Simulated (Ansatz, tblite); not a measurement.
# BH2(SMe) (CH5BS): charged states by level of theory

What does removing an electron cost or gain for BH2(SMe) (CH5BS)? Each charged state is run at several levels.

Computed with Ansatz 0.2.0, Gaussian basis. Level: as each input shows.

The runs, in order: charge +1 doublet, at the geometry of the singlet (PBE0-D4/def2-TZVP, PBE-D4/def2-TZVP, r2SCAN-D4/def2-TZVP, CCSD(T)/def2-TZVPP); the starting singlet's energies come from earlier runs.

## Step 1: The relaxed structure

The singlet was relaxed beforehand with PBE0-D4/def2-TZVP.

8 atoms, charge 0, spin multiplicity 1.

Atoms are counted from 1 here; the program's logs count them from 0.

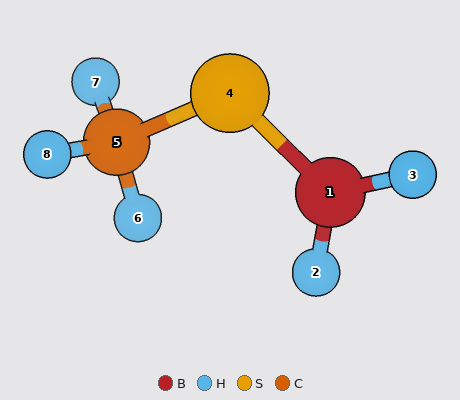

The geometry (boron red, hydrogen blue, sulfur amber, carbon orange); atoms are numbered from 1 in the order of the file.

## Step 2: Charge +1 doublet at the fixed geometry, PBE0-D4/def2-TZVP

Contents of in.yaml:

```yaml
crystal:
  periodic: [false, false, false]
  atoms:
    - {symbol: B, position_ang: [0.535276, 1.041827, -1.069878]}
    - {symbol: H, position_ang: [1.536648, 0.947667, -0.426989]}
    - {symbol: H, position_ang: [0.443265, 1.746318, -2.027677]}
    - {symbol: S, position_ang: [-0.900149, 0.134577, -0.648508]}
    - {symbol: C, position_ang: [-0.463690, -0.821958, 0.823057]}
    - {symbol: H, position_ang: [0.584327, -0.664943, 1.070252]}
    - {symbol: H, position_ang: [-0.643370, -1.878332, 0.624875]}
    - {symbol: H, position_ang: [-1.092297, -0.505156, 1.654858]}
basis:
  gaussian: {orbitals: def2-TZVP}
total_charge: 1
magnetization: {spin_polarized: true, initial_magnetization: 1}
hamiltonian: {xc: pbe0, dispersion: d4}
output: {orbitals: {seedname: orbitals}}
```

The run is started by

```bash
$ ansatz run in.yaml --threads 4 --pin off --events-out ev --progress --plain --max-ram 3916MiB
```

The log of the run:

```text
Functional definition: PBE0
  name "PBE0"
  cite "Adamo & Barone, J. Chem. Phys. 110, 6158 (1999) doi:10.1063/1.478522"
  cite "Perdew, Burke & Ernzerhof, Phys. Rev. Lett. 77, 3865 (1996) doi:10.1103/PhysRevLett.77.3865"
  parent pbe
  parameter a = 0.25
  parameter kappa = 0.804
  parameter beta = 0.06672455060314922
  exchange = (1 - a)*pbe_x(kappa = kappa, mu = beta*pi^2/3) + a*exact_x
  correlation = pbe_c(beta = beta)
840 factors; their error is unknown
mean field evaluation 1: about -12607.5707 eV, gradient 4.1e1 eV
mean field evaluation 2: about -12601.5735 eV, gradient 4.9e1 eV
mean field evaluation 4: about -12615.1723 eV, gradient 1.9e0 eV
mean field evaluation 8: about -12615.1978 eV, gradient 8.8e-2 eV
mean field evaluation 16: about -12615.2103 eV, gradient 1.7e-4 eV
mean field -12615.21031057 eV, -463.6004280168 hartree, gradient 3.3e-5 eV, S^2 0.755077; 2 other end points of the search recorded, 0 dependent functions left out
reference -12615.21034129 eV, -463.6004291456 hartree; 16, 15 occupied and 113, 114 virtual orbitals, 840 factors
Total energy: -12615.29546471 eV, -463.6035573738 hartree
```

Wall time 2.4 s (4 threads of Arm Neoverse V1, shared host).

HOMO -15.33 eV, LUMO -12.29 eV (over both spins); ⟨S²⟩ 0.755 (pure: 0.75).

## Step 3: Charge +1 doublet at the fixed geometry, PBE-D4/def2-TZVP

start.molden holds the orbitals of an earlier run on this state, given as this run's starting guess.

in.yaml, as its differences from that of step 2:

```diff
@@ -12,6 +12,7 @@
 basis:
-  gaussian: {orbitals: def2-TZVP}
+  gaussian: {orbitals: def2-TZVP, initial_orbitals: start.molden}
 total_charge: 1
 magnetization: {spin_polarized: true, initial_magnetization: 1}
-hamiltonian: {xc: pbe0, dispersion: d4}
+hamiltonian: {xc: pbe, dispersion: d4}
+scf: {omitted_lower_state_checks: [starts]}
 output: {orbitals: {seedname: orbitals}}
```

Same command.

The log of the run:

```text
Functional definition: PBE
  name "PBE"
  cite "Perdew, Burke & Ernzerhof, Phys. Rev. Lett. 77, 3865 (1996) doi:10.1103/PhysRevLett.77.3865"
  parent pbe
  parameter kappa = 0.804
  parameter beta = 0.06672455060314922
  exchange = pbe_x(kappa = kappa, mu = beta*pi^2/3)
  correlation = pbe_c(beta = beta)
these checks for a lower state are left out or cut short: starts
830 factors; their error is unknown
mean field evaluation 1: about -12613.8099 eV, gradient 6.3e0 eV
mean field evaluation 2: about -12613.8869 eV, gradient 1.3e-1 eV
mean field evaluation 4: about -12613.8660 eV, gradient 2.2e-3 eV
mean field evaluation 8: about -12613.8660 eV, gradient 2.9e-5 eV
mean field -12613.86597154 eV, -463.5510244688 hartree, gradient 1.2e-5 eV, S^2 0.753379; 0 other end points of the search recorded, 0 dependent functions left out
reference -12613.86601266 eV, -463.5510259800 hartree; 16, 15 occupied and 113, 114 virtual orbitals, 830 factors
Total energy: -12613.96854308 eV, -463.5547939033 hartree
Checks for a lower state left out: starts
```

Run time: 1.6 s. Hardware: 4 threads of Arm Neoverse V1, shared host.

Report: HOMO -13.94 eV, LUMO -13.40 eV (over both spins); ⟨S²⟩ 0.753 (pure: 0.75).

## Step 4: Charge +1 doublet at the fixed geometry, r2SCAN-D4/def2-TZVP

in.yaml, as its differences from that of step 3:

```diff
@@ -15,3 +15,3 @@
 magnetization: {spin_polarized: true, initial_magnetization: 1}
-hamiltonian: {xc: pbe, dispersion: d4}
+hamiltonian: {xc: r2scan, dispersion: d4}
 scf: {omitted_lower_state_checks: [starts]}
```

Launched as before.

The log of the run:

```text
Functional definition: r2SCAN
  name "r2SCAN"
  cite "Furness, Kaplan, Ning, Perdew & Sun, J. Phys. Chem. Lett. 11, 8208 (2020) doi:10.1021/acs.jpclett.0c02405"
  cite "Furness, Kaplan, Ning, Perdew & Sun, J. Phys. Chem. Lett. 11, 9248 (2020) doi:10.1021/acs.jpclett.0c03077"
  parent r2scan
  parameter k0 = 0.174
  parameter k1 = 0.065
  parameter a1 = 4.9479
  exchange = r2scan_x(k0 = k0, k1 = k1, a1 = a1)
  correlation = r2scan_c
these checks for a lower state are left out or cut short: starts
830 factors; their error is unknown
mean field evaluation 1: about -12619.4309 eV, gradient 4.3e0 eV
mean field evaluation 2: about -12619.4601 eV, gradient 4.9e-2 eV
mean field evaluation 4: about -12619.4402 eV, gradient 3.8e-4 eV
mean field -12619.44016508 eV, -463.7558723031 hartree, gradient 2.2e-5 eV, S^2 0.756904; 0 other end points of the search recorded, 0 dependent functions left out
reference -12619.44017863 eV, -463.7558728009 hartree; 16, 15 occupied and 113, 114 virtual orbitals, 830 factors
Total energy: -12619.46372269 eV, -463.7567380292 hartree
Checks for a lower state left out: starts
```

Run time: 3 s. Hardware: 4 threads of Arm Neoverse V1, shared host.

Report: HOMO -14.26 eV, LUMO -13.06 eV (over both spins); ⟨S²⟩ 0.757 (pure: 0.75).

## Step 5: Charge +1 doublet at the fixed geometry, CCSD(T)/def2-TZVPP

in.yaml, as its differences from that of step 4:

```diff
@@ -12,7 +12,7 @@
 basis:
-  gaussian: {orbitals: def2-TZVP, initial_orbitals: start.molden}
+  gaussian: {orbitals: def2-TZVPP, initial_orbitals: start.molden}
 total_charge: 1
 magnetization: {spin_polarized: true, initial_magnetization: 1}
-hamiltonian: {xc: r2scan, dispersion: d4}
-scf: {omitted_lower_state_checks: [starts]}
+correlation: {method: ccsd_t}
+scf: {omitted_lower_state_checks: [starts, cluster_reference]}
 output: {orbitals: {seedname: orbitals}}
```

Same command.

The log of the run:

```text
Functional definition: HF
  name "HF"
  cite "Fock, Z. Phys. 61, 126 (1930) doi:10.1007/BF01340294"
  parent pbe
  exchange = exact_x
  correlation = 0
these checks for a lower state are left out or cut short: starts, cluster_reference
1000 factors; integrals over basis functions are off by at most 1.0e-3 eV
mean field evaluation 1: about -12590.4694 eV, gradient 1.8e1 eV
mean field evaluation 2: about -12591.0690 eV, gradient 7.7e-1 eV
mean field evaluation 4: about -12591.0836 eV, gradient 7.4e-2 eV
mean field evaluation 8: about -12591.0837 eV, gradient 2.0e-6 eV
mean field -12591.08365419 eV, -462.7137897486 hartree, gradient 2.0e-6 eV, S^2 0.764153; 0 other end points of the search recorded, 0 dependent functions left out
7 core orbitals not correlated: weight in the atoms' cores, before any rotation towards them, 1.000 or more for the frozen orbitals, at most 0.000 for the correlated occupied ones
reference -12591.08365419 eV, -462.7137897486 hartree; 9, 8 occupied and 158, 159 virtual orbitals, 1000 factors
second order -11.22991315 eV of doubles, -0.00000000 eV of singles
cycle   1  -12.14416829 eV  change   -9.1e-1 eV  update   7.8e-2
cycle   2  -12.52012566 eV  change   -3.8e-1 eV  update   2.6e-2
cycle   3  -12.57493033 eV  change   -5.5e-2 eV  update   1.4e-2
cycle   4  -12.57222869 eV  change    2.7e-3 eV  update   6.2e-3
cycle   5  -12.57218866 eV  change    4.0e-5 eV  update   3.2e-3
cycle   6  -12.57234525 eV  change   -1.6e-4 eV  update   1.2e-3
cycle   7  -12.57253517 eV  change   -1.9e-4 eV  update   4.2e-4
cycle   8  -12.57262528 eV  change   -9.0e-5 eV  update   1.6e-4
cycle   9  -12.57260883 eV  change    1.6e-5 eV  update   6.1e-5
cycle  10  -12.57259633 eV  change    1.3e-5 eV  update   2.5e-5
cycle  11  -12.57260359 eV  change   -7.3e-6 eV  update   1.1e-5
perturbative correction -0.48062491 eV, -0.0176626396 hartree
Total energy: -12604.13688269 eV, -463.1934870481 hartree
Checks for a lower state left out: starts, cluster_reference
```

It took 4.2 min on 4 threads of Arm Neoverse V1, shared host; peak memory 1.5 GiB.

Report: Hartree-Fock HOMO -18.59 eV, LUMO -7.68 eV (over both spins); ⟨S²⟩ 0.764 (pure: 0.75); T1 0.016.

## Step 6: Vertical ionisation energy

Charged state less starting state, singlet to doublet; the starting state's energies are those of its earlier runs.

Differences are taken before rounding.

```tsv
method	vertical ionisation energy (eV)	from CCSD(T)/def2-TZVPP (eV)	time
HF/def2-TZVPP	8.91	-1.24	
PBE-D4/def2-TZVP	10.11	-0.04	2.4 s
r2SCAN-D4/def2-TZVP	10.08	-0.07	4.8 s
PBE0-D4/def2-TZVP	10.11	-0.04	3.4 s
MP2/def2-TZVPP	10.23	+0.09	
CCSD/def2-TZVPP	10.05	-0.10	
CCSD(T)/def2-TZVPP	10.15	0	4.4 min
```

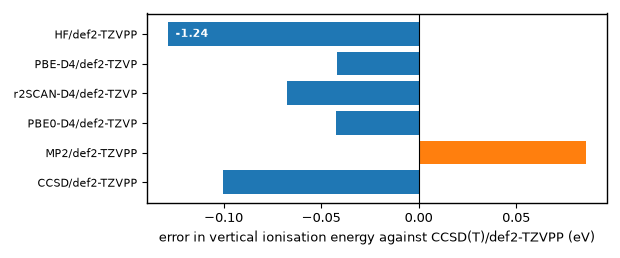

Error of each method against CCSD(T)/def2-TZVPP. Bars with a number in them are cut short.

Times add the two runs; a level without a time comes out of a correlated run.

Beside −ε(HOMO) of the starting state:

```tsv
level	−ε(HOMO) (eV)	by difference (eV)	mismatch (eV)
PBE-D4/def2-TZVP	6.74	10.11	-3.37
r2SCAN-D4/def2-TZVP	6.95	10.08	-3.13
PBE0-D4/def2-TZVP	7.85	10.11	-2.26
```

## Step 7: Results

```
                                            quantity                                   value
vertical ionisation energy, functionals in def2-TZVP  10.08 (r2SCAN-D4) to 10.11 eV (PBE-D4)
      vertical ionisation energy, CCSD(T)/def2-TZVPP                                10.15 eV
```

In words: The vertical ionisation energy spans 10.08 to 10.11 eV over the functionals, beside 10.15 eV from CCSD(T)/def2-TZVPP. −ε(HOMO) misses the level's own difference by -2.26 eV at best (PBE0-D4) and -3.37 eV at worst (PBE-D4). The reference is CCSD(T) in one finite basis, so it carries an error of its own, often a tenth of an eV or more, and near misses can't be ranked.
